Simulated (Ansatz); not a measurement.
## Carrier doping in ZnSe

Start from ZnSe in the zinc blende structure (space group F-43m, No. 216; a = 5.7330 Å).

Carriers are added at fixed cell with a uniform background; the Fermi–Dirac width is that of 300 K.

The values are results of PBE, PAW, 420 eV (Ansatz, a first-principles code; spin-orbit coupling left out), earlier PAW set, not measurements.

Notes on the quantities. Fermi level from band edge: Fermi level relative to the doped band's edge (positive inside the band; to 0.05 eV).

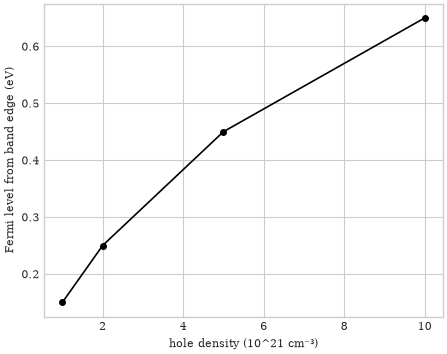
Figure: Fermi level from band edge against hole density

Problem. From the plot, what is the Fermi level from band edge for holes 1.0×10^21 cm⁻³?

Solution. About 0.15 eV.

Problem. Is the trend monotonic over the range shown?

Solution. Yes, it rises throughout, spanning +0.15 eV to +0.65 eV.

Charged cell with a jellium background: band edges are those of the host's band count, energies are not comparable with the neutral cell, and many-body gap narrowing is missing. Whether these cells are dynamically stable was not tested.
